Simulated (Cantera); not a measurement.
Feed: 1 mol Na₂CO₃, 0.23 mol O₂, 0.14 mol H₂O, equilibrated at 0.133 bar.

Equilibrium computed with Cantera from the NASA thermochemical tables; the gas is ideal and each condensed phase is pure. Candidate condensed phases: C, C₆H₆, C₇H₈, C₈H₁₈, H₂O, Na, NaOH, NaO₂, Na₂CO₃, Na₂O, Na₂O₂; 117 gas species. Equilibrium is a limit: real reactors are often held back by kinetics, nucleation or transport.

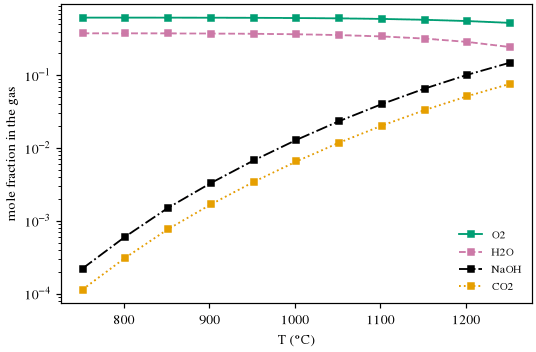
*Equilibrium gas composition (values under 1e-9 drawn at 1e-9)*

From 752 °C to 802 °C the condensed part is Na₂CO₃(s). From 852 °C to 1252 °C the condensed part is Na₂CO₃(l). The main Na-bearing gas is NaOH throughout.
